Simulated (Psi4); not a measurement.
# CHFNSi (SMILES N#C[SiH]F) at UDSD-PBEP86/aug-cc-pVDZ

Aim: the vertical electron affinity of CHFNSi at UDSD-PBEP86/aug-cc-pVDZ, from 2 runs. 

The calculation is run with Psi4 1.11.

6 further runs of the same task are left out: 5 that didn't finish, 1 set aside as unsound or not needed.

## Step 1: The system as given

CHFNSi: 5 atoms, total charge 0, spin state doublet. SMILES: `N#C[SiH]F`. Geometry: relaxed at PBE0-D4/def2-TZVP.

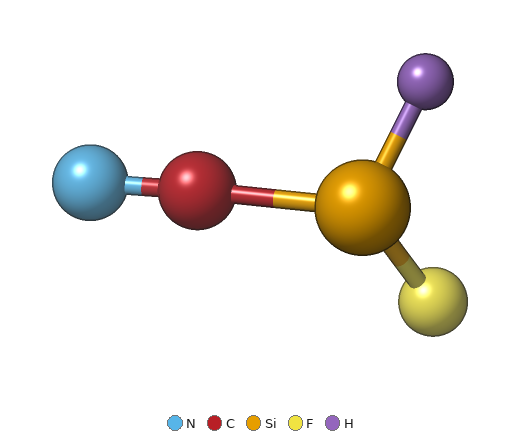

The structure, seen from a chosen angle (nitrogen blue, carbon red, silicon amber, fluorine yellow, hydrogen purple).

## Step 2: A single-point energy at UDSD-PBEP86/aug-cc-pVDZ

Input file chfnsi.xyz:

```xyz
5
CHFNSi
N      1.347400    -1.164000     1.391300
C      0.713800    -0.590000     0.616200
Si    -0.146100     0.297600    -0.743500
F     -1.590300    -0.347100    -0.917700
H     -0.274900     1.730000    -0.387600
```

Input file run.py:

```python
import numpy as np
from ase.calculators.psi4 import Psi4
from ase.io import read

a = read('chfnsi.xyz')
calc = Psi4(atoms=a, method='dsd-pbep86', basis='aug-cc-pVDZ', memory='1600MB', num_threads=1, charge=0, multiplicity=2, label='calc', reference='uks')
calc.psi4.set_options({'puream': True, 'e_convergence': 1e-09, 'd_convergence': 1e-08, 'scf_type': 'pk', 'dft_radial_points': 99, 'dft_spherical_points': 590, 'num_frozen_docc': 8, 'maxiter': 200})
a.calc = calc

print(f'energy: {a.get_potential_energy():.6f} eV')
```

Launch:

```bash
$ python run.py
```

calc.dat:

```text
[...]
  Running in c1 symmetry.
[...]
  Nuclear repulsion =  130.764801251187777
[...]
  Multiplicity = 2
[...]
  Nalpha       = 19
  Nbeta        = 18
[...]
    Number of basis functions: 105
[...]
   @UKS iter   1:  -481.72648064869679   -9.13592e-01   4.94668e-03 DIIS/ADIIS
[...]
   @UKS iter  19:  -481.88839977676344   -6.02540e-12   4.89023e-09 DIIS
[...]
   @S^2 Observed:                7.599619729E-01
[...]
    Orbital Energies [Eh]
    ---------------------
    Alpha Occupied:
       1A    -67.968034     2A    -25.778930     3A    -15.181805
       4A    -10.913137     5A     -5.946843     6A     -4.140996
       7A     -4.135837     8A     -4.133715     9A     -1.499638
      10A     -1.146247    11A     -0.779478    12A     -0.670377
      13A     -0.636059    14A     -0.626401    15A     -0.551925
      16A     -0.506080    17A     -0.474497    18A     -0.461255
      19A     -0.350238
    Alpha Virtual:
      20A      0.006552    21A      0.026279    22A      0.037786
      23A      0.043133    24A      0.054057    25A      0.059525
[...]
  @UKS Final Energy:  -481.88839977676344
   => Energetics <=
    Nuclear Repulsion Energy =            130.7648012511877766
    One-Electron Energy =                -925.1062981542581838
    Two-Electron Energy =                 324.9542688127426686
    DFT Exchange-Correlation Energy =     -12.5011716864357378
    Empirical Dispersion Energy =           0.0000000000000000
    VV10 Nonlocal Energy =                  0.0000000000000000
    Total Energy =                       -481.8883997767634355
[...]
 Multipole Moments:
 ------------------------------------------------------------------------------------
     Multipole            Electronic (a.u.)      Nuclear  (a.u.)        Total (a.u.)
 ------------------------------------------------------------------------------------
 L = 1.  Multiply by 2.5417464519 to convert [e a0] to [Debye]
 Dipole X            :         -1.4428903            1.2366637           -0.2062266
 Dipole Y            :         -1.0821170            1.9626300            0.8805130
 Dipole Z            :         -1.3227241            0.4841691           -0.8385550
 Magnitude           :                                                    1.2332911
[...]
```

Standard output:

```text
Memory set to   1.490 GiB by Python driver.
  Threads set to 1 by Python driver.

  Memory set to   1.490 GiB by Python driver.
  Threads set to 1 by Python driver.
energy: -13121.054550 eV
```

Wall time 86 s (1 thread of AMD EPYC 7R43 (Zen 3), shared host); peak memory 0.78 GiB.

## Step 3: The singlet anion, same level

Input file chfnsi_ase.py:

```python
import numpy as np
from ase.calculators.psi4 import Psi4
from ase import Atoms

mol = Atoms(['N', 'C', 'Si', 'F', 'H'], positions=[
    [1.347400, -1.164000, 1.391300],
    [0.713800, -0.590000, 0.616200],
    [-0.146100, 0.297600, -0.743500],
    [-1.590300, -0.347100, -0.917700],
    [-0.274900, 1.730000, -0.387600],
])
calc = Psi4(atoms=mol, method='dsd-pbep86', basis='aug-cc-pVDZ', memory='1600MB', num_threads=1, charge=-1, multiplicity=1, label='psi4-calc')
calc.psi4.set_options({'puream': True, 'e_convergence': 1e-09, 'd_convergence': 1e-08, 'scf_type': 'pk', 'dft_radial_points': 99, 'dft_spherical_points': 590, 'num_frozen_docc': 8})
mol.calc = calc

print(f'energy: {mol.get_potential_energy():.6f} eV')
```

Launch:

```bash
$ python chfnsi_ase.py
```

psi4-calc.dat:

```text
[...]
  Running in c1 symmetry.
[...]
  Nuclear repulsion =  130.764801251187777
[...]
  Multiplicity = 1
[...]
  Nalpha       = 19
  Nbeta        = 19
[...]
    Number of basis functions: 105
[...]
   @RKS iter   1:  -481.73238515801296   -9.19496e-01   5.54381e-03 DIIS/ADIIS
[...]
   @RKS iter  14:  -481.93530383823264   -5.68434e-12   5.45786e-09 DIIS
[...]
    Orbital Energies [Eh]
    ---------------------
    Doubly Occupied:
       1A    -67.685565     2A    -25.556291     3A    -14.966460
       4A    -10.715676     5A     -5.666936     6A     -3.858406
       7A     -3.856229     8A     -3.853911     9A     -1.279611
      10A     -0.941861    11A     -0.544498    12A     -0.451701
      13A     -0.416296    14A     -0.407318    15A     -0.337317
      16A     -0.288772    17A     -0.269725    18A     -0.260634
      19A     -0.044679
[...]
  @RKS Final Energy:  -481.93530383823264
   => Energetics <=
    Nuclear Repulsion Energy =            130.7648012511877766
    One-Electron Energy =                -933.6351538530618654
    Two-Electron Energy =                 333.5113231282194306
    DFT Exchange-Correlation Energy =     -12.5762743645780031
    Empirical Dispersion Energy =           0.0000000000000000
    VV10 Nonlocal Energy =                  0.0000000000000000
    Total Energy =                       -481.9353038382326417
[...]
 Multipole Moments:
 ------------------------------------------------------------------------------------
     Multipole            Electronic (a.u.)      Nuclear  (a.u.)        Total (a.u.)
 ------------------------------------------------------------------------------------
 L = 1.  Multiply by 2.5417464519 to convert [e a0] to [Debye]
 Dipole X            :         -2.2336742            1.2366637           -0.9970105
 Dipole Y            :         -1.8183945            1.9626300            0.1442354
 Dipole Z            :         -0.1436540            0.4841691            0.3405151
 Magnitude           :                                                    1.0633835
[...]
```

Standard output:

```text
Memory set to   1.490 GiB by Python driver.
  Threads set to 1 by Python driver.

  Memory set to   1.490 GiB by Python driver.
  Threads set to 1 by Python driver.
energy: -13122.750258 eV
```

Wall time 32 s (1 thread of AMD EPYC 7R43 (Zen 3), shared host); peak memory 0.78 GiB.

## Step 4: Outcome

Level: UDSD-PBEP86/aug-cc-pVDZ, 8 core orbitals frozen.

| quantity | value |
| --- | --- |
| doublet CHFNSi: total energy | -482.18986 Eh |
| doublet CHFNSi: HOMO energy (SCF part's orbitals) (highest over α and β) | -9.53 eV |
| doublet CHFNSi: LUMO energy (SCF part's orbitals) (lowest over α and β) | -1.49 eV |
| doublet CHFNSi: ⟨S²⟩ | 0.760 |
| singlet anion: total energy | -482.25218 Eh |
| singlet anion: HOMO energy (SCF part's orbitals) | -1.22 eV |
| singlet anion: LUMO energy (SCF part's orbitals) | 4.08 eV |
| singlet anion: HOMO–LUMO gap (to an unbound level, set by the basis) | 5.30 eV |
| vertical electron affinity (to the singlet anion) | 1.696 eV |

At fixed nuclei the extra electron is bound by 1.70 eV (39 kcal/mol).
